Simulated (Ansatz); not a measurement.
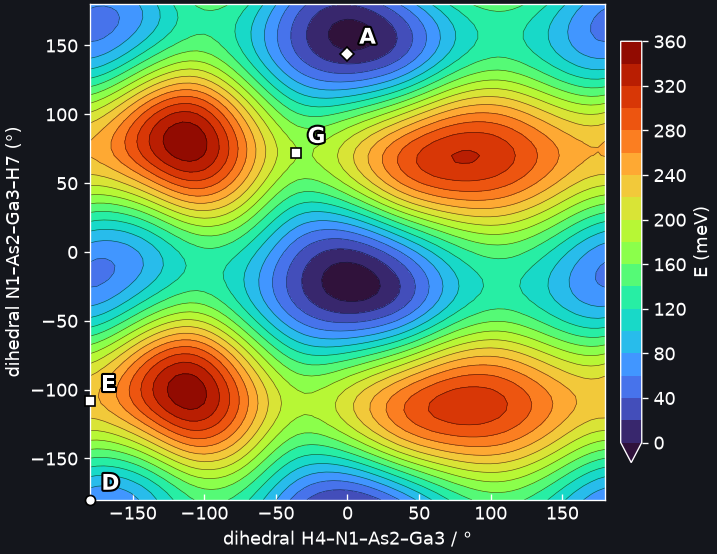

AsGaH5N, SMILES N[AsH][GaH2]. Coordinates scanned: (1) dihedral H4–N1–As2–Ga3; (2) dihedral N1–As2–Ga3–H7. Nothing is relaxed (all other coordinates rigid). The scan uses a 10 × 10 grid. Energies are in meV, from the lowest grid point. Level of theory: RKS PBE-D4/def2-TZVP (Ansatz).

In the figure: filled contours, lettered points. Between grid points the surface is interpolated.

Q: What kind of point is each of A, D, E, G: minimum, saddle, maximum or slope?

A: A: minimum; D: minimum; E: saddle point; G: saddle point. (In these two coordinates alone; a stationary point may lie a little off the grid point.)

Q: Rank the lettered points by energy, lowest first.

A: A (3.5 meV), D (64 meV), G (181 meV), E (234 meV).
